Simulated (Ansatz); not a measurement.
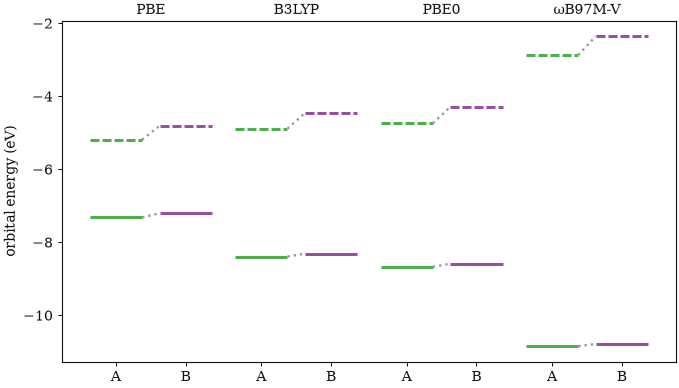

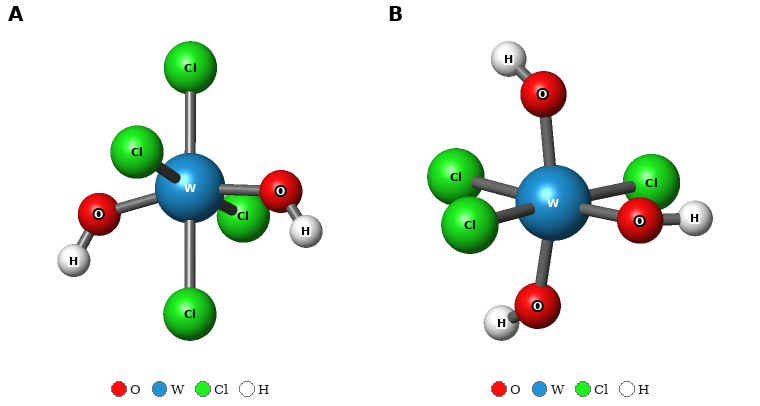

One change: A, WH₂O₂Cl₄ (SMILES [OH][W]([OH])([Cl])([Cl])([Cl])[Cl]), becomes B, WH₃O₃Cl₃ (SMILES [OH][W]([OH])([OH])([Cl])([Cl])[Cl]). Cl on W is replaced by OH. HOMO (solid) and LUMO (dashed) computed in def2-TZVPP at PBE0-D4/def2-TZVP geometries, both minima by their frequencies, gas phase, the Ansatz code 0.2.0.

Question: What does the change do to HOMO and LUMO?

Answer: PBE: the HOMO rises by 0.11 eV, the LUMO rises by 0.38 eV, and the separation goes from 2.13 to 2.40 eV. B3LYP: the HOMO rises by 0.08 eV, the LUMO rises by 0.42 eV, and the separation goes from 3.51 to 3.85 eV. PBE0: the HOMO rises by 0.08 eV, the LUMO rises by 0.45 eV, and the separation goes from 3.93 to 4.29 eV. ωB97M-V: the HOMO rises by 0.06 eV, the LUMO rises by 0.52 eV, and the separation goes from 7.98 to 8.43 eV.

Question: Do the functionals agree on the effect?

Answer: They agree on the direction for both levels; the HOMO shift lies between 0.06 and 0.11 eV and the LUMO shift between 0.38 and 0.52 eV, while the separations themselves differ by up to 6.0 eV between functionals.

Caveats: core potentials past krypton; spin-orbit coupling is left out, and with W it can shift these values.
